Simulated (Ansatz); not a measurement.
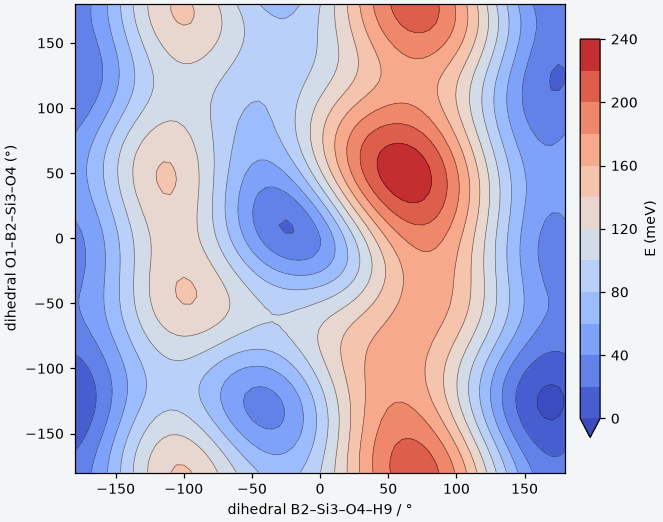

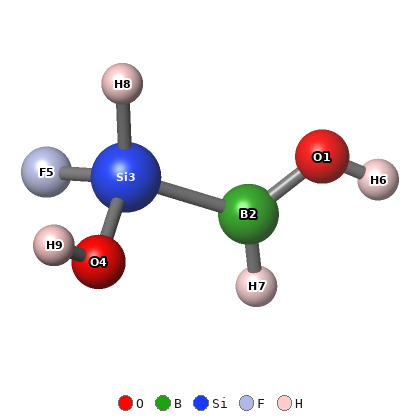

Energy landscape of BFH₄O₂Si, SMILES OB[SiH](O)F. 
- Coordinates scanned: (1) dihedral B2–Si3–O4–H9; (2) dihedral O1–B2–Si3–O4.
- Nothing is relaxed (all other coordinates rigid).
- The grid has 18 × 18 points.
- Energies are in meV, from the lowest grid point.
- Method: RKS PBE-D4/def2-SVP (Ansatz 0.2.0).

The picture shows filled contours. Between grid points the surface is interpolated. The second picture is the structure at the lowest point.

Describe this landscape.

Answer. The lowest grid point is at dihedral B2–Si3–O4–H9 = 160°, dihedral O1–B2–Si3–O4 = −120°. The bottom of the well lies between grid points, at about dihedral B2–Si3–O4–H9 = 170°, dihedral O1–B2–Si3–O4 = −125°, about 3.7 meV lower on the interpolated surface. Higher local minima lie near dihedral B2–Si3–O4–H9 = −180°, dihedral O1–B2–Si3–O4 = 120° (20 meV above the lowest at that grid point); dihedral B2–Si3–O4–H9 = −20°, dihedral O1–B2–Si3–O4 = 0° (21 meV above the lowest at that grid point); dihedral B2–Si3–O4–H9 = −180°, dihedral O1–B2–Si3–O4 = −20° (34 meV above the lowest at that grid point). The highest grid point, dihedral B2–Si3–O4–H9 = 60°, dihedral O1–B2–Si3–O4 = 60°, lies 231 meV above the lowest. On the interpolated surface the easiest way out of the lowest well to the well at about dihedral B2–Si3–O4–H9 = 175°, dihedral O1–B2–Si3–O4 = 125° passes a barrier of about 32 meV, counted from the interpolated bottom of the well. Round the minimum the two coordinates are nearly uncoupled.

The values on the grid:

```
dihedral O1–B2–Si3–O4 ↓, dihedral B2–Si3–O4–H9 →  −160  −120  −80  −40    0   40   80  120  160
                                             160    49   123  128   87  102  171  200  129   38
                                             120    40   102  105   83  112  157  166  100   25
                                              80    67   125  101   73  135  204  195  108   38
                                              40    76   139  103   41  100  207  222  132   50
                                               0    58   125  107   34   40  140  188  123   41
                                             −40    58   128  132   89   85  132  171  121   45
                                             −80    46   105  106   88  122  162  162   99   32
                                            −120    27    88   69   36   94  168  160   72    0
                                            −160    45   121  108   55   91  181  196  107   20
```

The table holds every second grid line.

Each point was launched as `ansatz run input.yaml --threads 1 --pin off --max-ram 2560MiB --backend cpu --events-out ev --progress --plain --runs-dir out`. The whole map (324 points run) took 15 min on 1 thread of Arm Neoverse V1, on a shared host.
